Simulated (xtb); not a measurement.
## Geometry relaxation of C$_{3}$H$_{4}$N$_{2}$ (part 3 of 3)

Continued. System: C$_{3}$H$_{4}$N$_{2}$. Method: GFN2-xTB (xtb 6.7.1). The geometry: force field.

Geometry of the input (Å):
```
N  -0.1343  0.3298  -1.8715
C  0.0171  -0.0087  -0.7003
C  0.6196  -1.0095  0.1322
C  -0.0390  0.1214  0.6715
N  -0.5314  0.6730  1.6999
H  -0.7495  1.2456  -1.8923
H  0.2159  -1.9813  0.1874
H  1.7630  -0.9486  0.2399
H  -1.0729  1.5322  1.5160
```

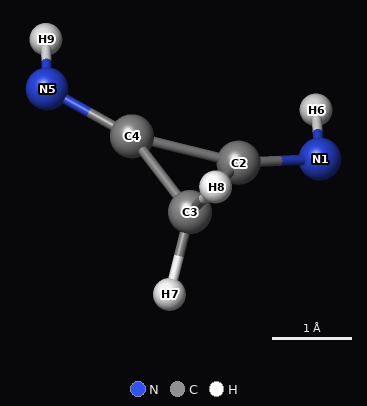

*The geometry at step 5 of the log (ball-and-stick view, seen at a tilt; atoms are numbered from 1 in the order of the input).*

Output, continued:
```
 ---------------------------
N1-C2=1.2485         N1-H6=1.0218         C2-N1=1.2485         C2-C3=1.4814         C2-C4=1.4446         C3-C2=1.4814
C3-C4=1.4814         C3-H7=1.0827         C3-H8=1.0830         C4-C2=1.4446         C4-C3=1.4814         C4-N5=1.2487
N5-C4=1.2487         N5-H9=1.0213         H6-N1=1.0218         H7-C3=1.0827         H8-C3=1.0830         H9-N5=1.0213
 C  H  Rav=1.0829 sigma=0.0001  Rmin=1.0827  Rmax=1.0830     2
 C  C  Rav=1.4692 sigma=0.0174  Rmin=1.4446  Rmax=1.4814     3
 N  H  Rav=1.0215 sigma=0.0002  Rmin=1.0213  Rmax=1.0218     2
 N  C  Rav=1.2486 sigma=0.0001  Rmin=1.2485  Rmax=1.2487     2

 selected bond angles (degree)
 --------------------
H6-N1-C2=115.31                C3-C2-N1=143.61                C4-C2-N1=155.57                C4-C2-C3= 60.82
C4-C3-C2= 58.36                H7-C3-C2=118.99                H7-C3-C4=118.99                H8-C3-C2=119.06
H8-C3-C4=119.04                H8-C3-H7=112.49                C3-C4-C2= 60.82                N5-C4-C2=155.59
N5-C4-C3=143.59                H9-N5-C4=115.30

 selected dihedral angles (degree)
 ---------------------------------
C3-C2-N1-H6=179.79            C4-C2-N1-H6=  0.09            C4-C3-C2-N1=180.14            H7-C3-C2-N1=288.16
H7-C3-C2-C4=108.02            H8-C3-C2-N1= 72.08            H8-C3-C2-C4=251.94            C3-C4-C2-N1=179.79
N5-C4-C2-N1=359.61            N5-C4-C2-C3=179.82            C2-C4-C3-H7=251.97            C2-C4-C3-H8=108.08
N5-C4-C3-C2=180.12            N5-C4-C3-H7= 72.09            N5-C4-C3-H8=288.20            H9-N5-C4-C2=  0.13
H9-N5-C4-C3=179.87
           -------------------------------------------------
          |                Final Singlepoint                |
           -------------------------------------------------

          ...................................................
          :                      SETUP                      :
          :.................................................:
          :  # basis functions                  24          :
          :  # atomic orbitals                  24          :
          :  # shells                           14          :
          :  # electrons                        26          :
          :  max. iterations                   250          :
          :  Hamiltonian                  GFN2-xTB          :
          :  restarted?                      false          :
          :  GBSA solvation                  false          :
          :  PC potential                    false          :
          :  electronic temp.          300.0000000     K    :
          :  accuracy                    1.0000000          :
          :  -> integral cutoff          0.2500000E+02      :
          :  -> integral neglect         0.1000000E-07      :
          :  -> SCF convergence          0.1000000E-05 Eh   :
          :  -> wf. convergence          0.1000000E-03 e    :
          :  Broyden damping             0.4000000          :
          :  net charge                          0          :
          :  unpaired electrons                  0          :
          ...................................................

 iter      E             dE          RMSdq      gap      omega  full diag
   1    -14.4133045 -0.144133E+02  0.568E-05    1.69       0.0  T
   2    -14.4133045 -0.143352E-11  0.312E-05    1.69    1067.8  T
   3    -14.4133045  0.424549E-12  0.184E-05    1.69    1814.5  T

   *** convergence criteria satisfied after 3 iterations ***

         #    Occupation            Energy/Eh            Energy/eV
      -------------------------------------------------------------
         1        2.0000           -0.6798543             -18.4998
       ...           ...                  ...                  ...
         7        2.0000           -0.5397845             -14.6883
         8        2.0000           -0.4928537             -13.4112
         9        2.0000           -0.4683506             -12.7445
        10        2.0000           -0.4672208             -12.7137
        11        2.0000           -0.4604813             -12.5303
        12        2.0000           -0.4249420             -11.5633
        13        2.0000           -0.3601832              -9.8011 (HOMO)
        14                         -0.2979047              -8.1064 (LUMO)
        15                         -0.1768594              -4.8126
        16                         -0.0446747              -1.2157
        17                          0.0560574               1.5254
        18                          0.0760693               2.0700
       ...                                ...                  ...
        24                          0.8608822              23.4258
      -------------------------------------------------------------
                  HL-Gap            0.0622786 Eh            1.6947 eV
             Fermi-level           -0.3290439 Eh           -8.9537 eV

 SCC (total)                   0 d,  0 h,  0 min,  0.002 sec
 SCC setup                      ...        0 min,  0.000 sec (  2.186%)
 Dispersion                     ...        0 min,  0.000 sec (  0.947%)
 classical contributions        ...        0 min,  0.000 sec (  0.413%)
 integral evaluation            ...        0 min,  0.001 sec ( 23.943%)
 iterations                     ...        0 min,  0.000 sec ( 19.710%)
 molecular gradient             ...        0 min,  0.001 sec ( 49.117%)
 printout                       ...        0 min,  0.000 sec (  2.934%)

         :::::::::::::::::::::::::::::::::::::::::::::::::::::
         ::                     SUMMARY                     ::
         :::::::::::::::::::::::::::::::::::::::::::::::::::::
         :: total energy             -14.184767259820 Eh    ::
         :: gradient norm              0.000681040700 Eh/a0 ::
         :: HOMO-LUMO gap              1.694685880255 eV    ::
         ::.................................................::
         :: SCC energy               -14.413301030153 Eh    ::
         :: -> isotropic ES            0.018400589686 Eh    ::
         :: -> anisotropic ES          0.002155381394 Eh    ::
         :: -> anisotropic XC          0.020654463257 Eh    ::
         :: -> dispersion             -0.004289208187 Eh    ::
         :: repulsion energy           0.228533770333 Eh    ::
         :: add. restraining           0.000000000000 Eh    ::
         :: total charge              -0.000000000000 e     ::
         :::::::::::::::::::::::::::::::::::::::::::::::::::::

           -------------------------------------------------
          |                Property Printout                |
           -------------------------------------------------

    * Orbital Energies and Occupations

         #    Occupation            Energy/Eh            Energy/eV
      -------------------------------------------------------------
         1        2.0000           -0.6798543             -18.4998
         2        2.0000           -0.6542455             -17.8029
         3        2.0000           -0.6399905             -17.4150
         4        2.0000           -0.5771135             -15.7041
         5        2.0000           -0.5584839             -15.1971
         6        2.0000           -0.5431226             -14.7791
         7        2.0000           -0.5397845             -14.6883
         8        2.0000           -0.4928537             -13.4112
         9        2.0000           -0.4683506             -12.7445
        10        2.0000           -0.4672208             -12.7137
        11        2.0000           -0.4604813             -12.5303
        12        2.0000           -0.4249420             -11.5633
        13        2.0000           -0.3601832              -9.8011 (HOMO)
        14                         -0.2979047              -8.1064 (LUMO)
        15                         -0.1768594              -4.8126
        16                         -0.0446747              -1.2157
        17                          0.0560574               1.5254
        18                          0.0760693               2.0700
        19                          0.1578217               4.2945
        20                          0.1812255               4.9314
        21                          0.2507639               6.8236
        22                          0.2861247               7.7859
        23                          0.5960272              16.2187
        24                          0.8608822              23.4258
      -------------------------------------------------------------
                  HL-Gap            0.0622786 Eh            1.6947 eV
             Fermi-level           -0.3290439 Eh           -8.9537 eV

     #   Z          covCN         q      C6AA      α(0)
     1   7 N        1.770    -0.292    28.368     7.887
     2   6 C        2.868     0.110    25.576     8.290
     3   6 C        3.807    -0.094    22.279     6.719
     4   6 C        2.868     0.110    25.578     8.290
     5   7 N        1.770    -0.292    28.370     7.887
     6   1 H        0.860     0.153     1.379     1.840
     7   1 H        0.925     0.075     2.027     2.226
     8   1 H        0.925     0.075     2.027     2.227
     9   1 H        0.860     0.153     1.379     1.839

 Mol. C6AA /au·bohr⁶  :        938.956325
 Mol. C8AA /au·bohr⁸  :      21812.005684
 Mol. α(0) /au        :         47.204630

Wiberg/Mayer (AO) data.
largest (>0.10) Wiberg bond orders for each atom

 ---------------------------------------------------------------------------
     #   Z sym  total        # sym  WBO       # sym  WBO       # sym  WBO
 ---------------------------------------------------------------------------
     1   7 N    3.062 --     2 C    1.911     6 H    0.937
     2   6 C    3.918 --     1 N    1.911     4 C    0.964     3 C    0.964
     3   6 C    3.936 --     4 C    0.964     2 C    0.964     8 H    0.934
                             7 H    0.934
     4   6 C    3.918 --     5 N    1.911     3 C    0.964     2 C    0.964
     5   7 N    3.062 --     4 C    1.911     9 H    0.937
     6   1 H    0.976 --     1 N    0.937
     7   1 H    0.994 --     3 C    0.934
     8   1 H    0.994 --     3 C    0.934
     9   1 H    0.976 --     5 N    0.937
 ---------------------------------------------------------------------------

molecular dipole:
                 x           y           z       tot (Debye)
 q only:       -0.006       0.009      -0.002
   full:       -0.160       0.241      -0.036       0.740
molecular quadrupole (traceless):
                xx          xy          yy          xz          yz          zz
 q only:        1.491      -1.982       3.223       0.783      -0.879      -4.714
  q+dip:        3.271      -3.337       6.213       1.545      -1.685      -9.484
   full:        4.321      -2.338       6.442       1.685      -1.719     -10.764

           -------------------------------------------------
          |                Geometry Summary                 |
           -------------------------------------------------

      molecular mass/u    :       68.0773771
   center of mass at/Å    :       -0.0349312       0.0629126      -0.0120882
  moments of inertia/u·Å² :        0.4114987E+02   0.1180873E+03   0.1559690E+03
rotational constants/cm⁻¹ :        0.4096642E+00   0.1427556E+00   0.1080832E+00

 * 6 selected distances

     #   Z          #   Z                                           value/Å
     1   7 N        2   6 C                                       1.2485046
     2   6 C        3   6 C                                       1.4814473 (max)
     3   6 C        4   6 C                                       1.4814209
     4   6 C        5   7 N                                       1.2487066
     3   6 C        7   1 H                                       1.0827493 (min)
     3   6 C        8   1 H                                       1.0830161

 * 3 distinct bonds (by element types)

   Z      Z             #   av. dist./Å        max./Å        min./Å
   1 H    6 C           2     1.0828827     1.0830161     1.0827493
   6 C    6 C           2     1.4814341     1.4814473     1.4814209
   6 C    7 N           2     1.2486056     1.2487066     1.2485046

optimized geometry written to: xtbopt.sdf

           -------------------------------------------------
          | TOTAL ENERGY              -14.184767259820 Eh   |
          | GRADIENT NORM               0.000681040700 Eh/α |
          | HOMO-LUMO GAP               1.694685880255 eV   |
           -------------------------------------------------

------------------------------------------------------------------------
------------------------------------------------------------------------
 total:
 *  cpu-time:     0 d,  0 h,  0 min,  0.049 sec
 * ratio c/w:     1.000 speedup
 SCF:
 *  cpu-time:     0 d,  0 h,  0 min,  0.004 sec
 * ratio c/w:     1.000 speedup
 ANC optimizer:
 *  cpu-time:     0 d,  0 h,  0 min,  0.033 sec
 * ratio c/w:     1.000 speedup
```

Standard error:
```
normal termination of xtb
```

Trajectory as extended XYZ (Å, eV, eV/Å), 10 frames, from step=0 to step=9:
```
9
Properties=species:S:1:pos:R:3 step=0 energy=-385.50787
N    -0.1343    0.3298   -1.8715
C     0.0171   -0.0087   -0.7003
C     0.6196   -1.0095    0.1322
C    -0.0390    0.1214    0.6715
N    -0.5314    0.6730    1.6999
H    -0.7495    1.2456   -1.8923
H     0.2159   -1.9813    0.1874
H     1.7630   -0.9486    0.2399
H    -1.0729    1.5322    1.5160
9
Properties=species:S:1:pos:R:3 step=1 energy=-385.90525
N    -0.1878    0.3422   -1.9001
C     0.0170    0.0055   -0.7112
C     0.6478   -1.0136    0.1444
C    -0.1084    0.1024    0.6983
N    -0.5186    0.6952    1.7295
H    -0.7059    1.2628   -1.9453
H     0.2661   -2.0155    0.1950
H     1.7488   -0.9618    0.2357
H    -1.0704    1.5366    1.5364
9
Properties=species:S:1:pos:R:3 step=2 energy=-385.90796
N    -0.1238    0.4131   -1.9097
C     0.0420    0.0375   -0.7194
C     0.6653   -1.0052    0.1470
C    -0.1127    0.1252    0.7200
N    -0.5882    0.6464    1.7425
H    -0.7821    1.1795   -2.0065
H     0.2714   -2.0178    0.1832
H     1.7295   -0.9926    0.2488
H    -1.0129    1.5679    1.5769
9
Properties=species:S:1:pos:R:3 step=3 energy=-385.95883
N    -0.1544    0.3887   -1.9084
C     0.0339    0.0336   -0.7218
C     0.6564   -1.0059    0.1435
C    -0.0948    0.1368    0.7158
N    -0.4868    0.7076    1.7551
H    -0.7458    1.2004   -2.0164
H     0.2447   -2.0093    0.1824
H     1.7269   -1.0096    0.2520
H    -1.0915    1.5117    1.5806
9
Properties=species:S:1:pos:R:3 step=4 energy=-385.94919
N    -0.2096    0.3270   -1.9080
C     0.0068    0.0073   -0.7234
C     0.6623   -0.9951    0.1416
C    -0.1228    0.1192    0.7030
N    -0.5378    0.6703    1.7490
H    -0.6815    1.2480   -2.0191
H     0.2704   -1.9996    0.1767
H     1.7509   -0.9637    0.2581
H    -1.0503    1.5406    1.6049
9
Properties=species:S:1:pos:R:3 step=5 energy=-385.98341
N    -0.1664    0.3643   -1.9103
C     0.0244    0.0234   -0.7237
C     0.6597   -0.9976    0.1439
C    -0.1115    0.1309    0.7102
N    -0.5228    0.6790    1.7549
H    -0.7250    1.2104   -2.0305
H     0.2537   -2.0006    0.1785
H     1.7386   -0.9872    0.2528
H    -1.0622    1.5313    1.6070
9
Properties=species:S:1:pos:R:3 step=6 energy=-385.98506
N    -0.1657    0.3608   -1.9129
C     0.0239    0.0236   -0.7253
C     0.6596   -0.9950    0.1441
C    -0.1100    0.1355    0.7093
N    -0.5175    0.6775    1.7582
H    -0.7215    1.2088   -2.0403
H     0.2493   -1.9963    0.1808
H     1.7374   -0.9882    0.2508
H    -1.0670    1.5272    1.6181
9
Properties=species:S:1:pos:R:3 step=7 energy=-385.98676
N    -0.1609    0.3547   -1.9193
C     0.0223    0.0239   -0.7295
C     0.6593   -0.9889    0.1441
C    -0.1134    0.1426    0.7056
N    -0.5112    0.6720    1.7646
H    -0.7152    1.2025   -2.0594
H     0.2414   -1.9871    0.1852
H     1.7366   -0.9871    0.2478
H    -1.0704    1.5214    1.6437
9
Properties=species:S:1:pos:R:3 step=8 energy=-385.98708
N    -0.1586    0.3538   -1.9214
C     0.0214    0.0241   -0.7308
C     0.6590   -0.9870    0.1441
C    -0.1150    0.1450    0.7037
N    -0.5102    0.6700    1.7654
H    -0.7142    1.1999   -2.0633
H     0.2391   -1.9843    0.1870
H     1.7366   -0.9866    0.2477
H    -1.0696    1.5190    1.6504
9
Properties=species:S:1:pos:R:3 step=9 energy=-385.98718
N    -0.1551    0.3545   -1.9230
C     0.0200    0.0239   -0.7318
C     0.6584   -0.9860    0.1441
C    -0.1185    0.1457    0.7009
N    -0.5086    0.6697    1.7652
H    -0.7145    1.1977   -2.0645
H     0.2384   -1.9830    0.1884
H     1.7364   -0.9856    0.2485
H    -1.0680    1.5170    1.6550
```

Results in brief:

```csv
quantity,value
outcome,converged
electrons treated,26
total energy,−14.184767 hartree
dispersion energy,−0.004289 hartree
basis functions,24
HOMO,−9.80 eV
LUMO,−8.11 eV
dipole moment,0.74 D
hardware,"1 thread of AMD EPYC (Zen 3), 192 GiB of memory available, shared host"
peak memory,0.069 GiB
```
